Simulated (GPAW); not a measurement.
# Fe K-edge XANES of Fe3C (P6_322), part 3 of 3

What does one-electron theory with a core hole give for the Fe K edge of Fe3C (P6_322)?

GPAW 26.7.0; X-ray absorption from dipole matrix elements to empty bands, plane-wave PAW LDA.

So far. Step 4 (Spectrum with XCH, Fe atom 1): Main maxima below 30 eV (height): 6.0 eV (0.77) and 20.9 eV (2.08). A K edge sees empty p states. The weak features of the first eV are p character mixed into the empty d bands; the main 4p edge lies above them. Step 4 (Spectrum with XCH, Fe atom 1): The total-energy difference is 7091.41 eV. The tabulated edge of the element is 7112 eV.

### Step 6. Spectrum with XCH, Fe atom 1

A smaller cell brings the holes closer; here they are 4.3 Å apart.

Changed against the first core-hole run: supercell atoms from 24 to 8; the field's mesh follows (3×3×3 to 4×4×4).

xas.py

```python
import numpy as np
from ase import Atoms
from ase.parallel import parprint, paropen
from gpaw import GPAW, PW, FermiDirac, Mixer, MixerDif, setup_paths
from gpaw.test import gen
setup_paths.insert(0, '.')
gen('Fe', name='fch1s', xcname='LDA', corehole=(1, 0, 1), write_xml=True)
from gpaw.mpi import world
world.barrier()

atoms = Atoms('Fe6C2',
    cell=[[0, 0, -4.31826627],
     [-2.33096734, -4.03735386, 0],
     [-4.66193467, 0, 0]],
    scaled_positions=[[0, 0, 0.68382526],
     [0.5, 0.68382526, 0],
     [0.5, 0, 0.31617474],
     [0, 0.31617474, 0],
     [0, 0.68382526, 0.31617474],
     [0.5, 0.31617474, 0.68382526],
     [0.75, 0.33333333, 0.33333333],
     [0.25, 0.66666667, 0.66666667]],
    magmoms=[4.0, 4.0, 4.0, 4.0, 4.0, 4.0, 0.0, 0.0],
    pbc=True)
atoms.calc = calc = GPAW(legacy_gpaw=True, mode=PW(430), xc='LDA', setups={0: 'fch1s'},
    kpts={'size': (4, 4, 4), 'gamma': True}, occupations=FermiDirac(0.1),
    charge=-1, mixer=MixerDif(0.05, 8, 50), maxiter=150,
    convergence={'density': 0.0001}, txt='scf.txt')
energy = atoms.get_potential_energy() + calc.get_reference_energy()
ef = calc.get_fermi_level()
out = dict(energy=energy, fermi=ef, forces=atoms.get_forces().tolist(), magmoms=atoms.get_magnetic_moments().tolist())
parprint(f'all-electron energy {energy:.4f} eV, Fermi level {ef:.4f} eV')
ev = np.array([[calc.get_eigenvalues(k, s) for k in range(len(calc.get_ibz_k_points()))] for s in range(calc.get_number_of_spins())])
out['homo'], out['lumo'], out['counts'] = ev[ev < ef].max(), ev[ev > ef].min(), sorted(set((ev < ef).sum((0, 2)).tolist()))
out['filled'] = (ev[:, 0] < ef).sum(1).tolist()

from ase.units import Ha
from gpaw.xas import dipole_matrix_elements
nb = int(calc.get_number_of_electrons() / 2) + 82
top, nb = nb, nb + 8 + nb // 12
nscf = calc.fixed_density(kpts={'size': (4, 4, 4), 'gamma': True}, nbands=nb,
    convergence={'bands': top, 'eigenstates': 1e-5}, maxiter=60, txt='nscf.txt')
cell = atoms.cell.array
ops = [cell.T @ U.T @ np.linalg.inv(cell.T) for U in nscf.wfs.kd.symmetry.op_scc]
E = np.arange(-6, 34, 0.1)
fwhm = np.interp(E, [4, 25], [1.25, 3.5])
Y, X, zero, highest = 0, 0, 1e9, 1e9
for spin in range(nscf.get_number_of_spins()):
    wfs = nscf.wfs
    A = dipole_matrix_elements(wfs.setups[0])
    eps = np.zeros((wfs.kd.nibzkpts, nb))
    d = np.zeros((3, A.shape[1], wfs.kd.nibzkpts, nb), complex)
    for kpt in wfs.kpt_u:
        if kpt.s == spin and 0 in kpt.P_ani:
            eps[kpt.k] = kpt.eps_n * Ha
            d[:, :, kpt.k] = (kpt.weight * wfs.nspins / 2) ** 0.5 * np.inner(A, kpt.P_ani[0])
    world.sum(eps)
    world.sum(d)
    T = np.einsum('amkn,bmkn->abkn', d, d.conj()).real
    T = sum(np.einsum('ai,ijkn,bj->abkn', R, T, R) for R in ops) / len(ops)
    empty = eps > ef
    zero, highest = min(zero, eps[empty].min()), min(highest, eps[:, top - 1].min())
    lines = [(eps, T, empty)] if spin == 0 else lines + [(eps, T, empty)]
for eps, T, empty in lines:
    f = np.einsum('aakn->akn', T).reshape(3, -1)
    x = eps.ravel() - zero
    w = np.interp(x, E, fwhm) / 2.35482
    g = np.exp(-0.5 * ((E[:, None] - x) / w) ** 2) / (w * (2 * np.pi) ** 0.5)
    Y = Y + (f * empty.ravel()) @ g.T
    X = X + (f * ~empty.ravel()) @ g.T
out.update(E=E.round(2).tolist(), xas=Y.tolist(), xes=X.tolist(), zero=zero, valid=highest - zero, nk=len(eps), nb=nb)
for i in range(0, len(E), 10):
    parprint(f'{E[i]:7.2f}', *(f'{v:10.3e}' for v in Y[:, i]))
import json
with paropen('out.json', 'w') as f:
    json.dump(out, f)
```

Run with:

```bash
OMP_NUM_THREADS=1 mpirun -n 4 gpaw python xas.py
```

Numbers of over 12 decimals in the logs are rounded to 6 here.

Log:

```text
Input parameters:
  charge: -1
  convergence: {density: 0.0001}
  kpts: {gamma: True,
         size: (4, 4, 4)}
  maxiter: 150
  mixer: {backend: pulay,
          beta: 0.05,
          method: difference,
          nmaxold: 8,
          weight: 50}
  mode: {ecut: 430.0,
         name: pw}
  occupations: {fixmagmom: False,
                name: fermi-dirac,
                width: 0.1}
  setups: {0: fch1s}

[...]
4s:      -0.535768    -0.535906
4p:      -0.326687    -0.326805
3d:      -0.864258    -0.864759
*f:                   -0.021137
-------------------------------
all-electron energy -202374.2023 eV, Fermi level 9.8045 eV
  -6.00  6.925e-37  1.069e-36  7.332e-37
  -5.00  2.660e-28  3.855e-28  2.876e-28
  -4.00  3.072e-21  4.145e-21  3.400e-21
  -3.00  1.084e-15  1.351e-15  1.219e-15
[...]
32.00  4.931e-07  4.651e-07  5.801e-07
  33.00  5.016e-07  4.798e-07  5.669e-07
[key lines of the parts left out:]
Converged after 53 iterations.
Dipole moment: (0.049845, -0.000000, -0.000000) |e|*Ang
Free energy:   -122.143018
Fermi level: 9.80454
```

Run time: 3.3 min. Hardware: 4 MPI ranks of Arm Neoverse V2, shared host; peak memory 0.48 GiB; 13 min of CPU time.

These settings depart from the first run's and aren't meant as converged.

The scaled spectrum changes by 2 % r.m.s. The highest intensity below 24 eV goes from 20.9 eV (2.08) to 20.7 eV (2.06).

| E (eV) | first run | this run |
| --- | --- | --- |
| -2.0 | 0.00 | 0.00 |
| -0.5 | 0.07 | 0.07 |
| 1.0 | 0.34 | 0.35 |
| 2.5 | 0.44 | 0.43 |
| 4.0 | 0.48 | 0.49 |
| 5.5 | 0.70 | 0.69 |
| 7.0 | 0.63 | 0.65 |
| 8.5 | 0.70 | 0.65 |
| 10.0 | 0.93 | 0.97 |
| 11.5 | 1.28 | 1.27 |
| 13.0 | 1.32 | 1.28 |
| 14.5 | 1.36 | 1.41 |
| 16.0 | 1.41 | 1.40 |
| 17.5 | 1.54 | 1.50 |
| 19.0 | 1.83 | 1.87 |
| 20.5 | 2.08 | 2.06 |
| 22.0 | 2.01 | 2.00 |
| 23.5 | 1.80 | 1.78 |
| 25.0 | 1.53 | 1.51 |
| 26.5 | 1.34 | 1.36 |
| 28.0 | 1.26 | 1.25 |
| 29.5 | 1.27 | 1.24 |
| 31.0 | 1.31 | 1.32 |

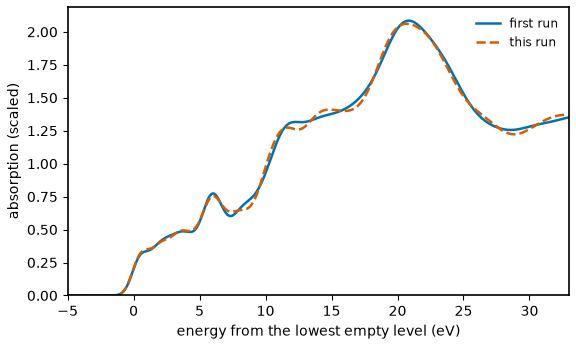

This run beside the first core-hole run.

### Step 7. What came out

| Property | Result |
| --- | --- |
| absorber and edge | Fe K, atom 1 of the ground-state input (counted from 1) |
| surroundings | 2 C at 1.93 Å (bent, 127°, site symmetry 2) |
| highest intensity below 24 eV | 20.9 eV above the zero, height 2.08 |
| photon energy of the zero (spin-polarised hole, raw) | 7091.4 eV (LDA puts this hole about 16 eV below PBE, itself good to a few eV) |

What this shows: The Fe K edge of atom 1, with 2 C at 1.93 Å (bent, 127°, site symmetry 2), has its highest intensity of the first 24 eV at 20.9 eV above the zero, near 7112 eV in photon energy (LDA puts this hole about 16 eV below PBE, itself good to a few eV), 2.1 times the mean level of the first 20 eV (Gaussian full width 1.25 eV up to 4 eV, rising linearly to 3.5 eV at 25 eV). A cell with holes 4.3 Å apart changes the curve by 2 % r.m.s. (2 % after the best shift). At the Fe K edge of atom 1 polarisation matters most near 11.0 eV, where the curves differ by 0.7 on this scale. The hole lies in one spin channel, while the script sums the empty states of both and takes the lower zero; where the two channels are split, this blurs and shifts the curve. Quadrupole 1s→3d transitions, which feed the pre-edge, are not in the dipole spectrum. The spins start ferromagnetically in a simple order, which needn't be the measured one; gap and edge can depend on it. The holes are only 6.4 Å apart, so the shape is probably not converged with cell size; no larger cell was run here. The mesh is coarse (0.34 Å⁻¹ between points), so small maxima may be mesh ripples. Lifetime broadening is put in by hand, and intensities beyond about 20 eV depend on it and on the partial waves. The structure is a computed Materials Project entry and may be a hypothetical form.

[Banner, clock and machine lines of the logs are left out without a mark of their own.]

[Logs are printed without paths, hosts, clocks, repeated set-up lines and the standing remarks that a program may print on its own settings, such as how far it seeks lower states.]

[Hosts, paths, dates, database ids (printed as entryN), source tags and the programs' standing remarks are cut or masked in the printed files.]

[Lists of maxima count a maximum above −3 eV only where it reaches 4 % of the highest in the window and stands out from its surroundings by 2 % of it (1.5 % where it reaches 55 %); shoulders and weaker maxima are passed over, and of the rest the first, up to two pre-edge ones and the few strongest are named.]
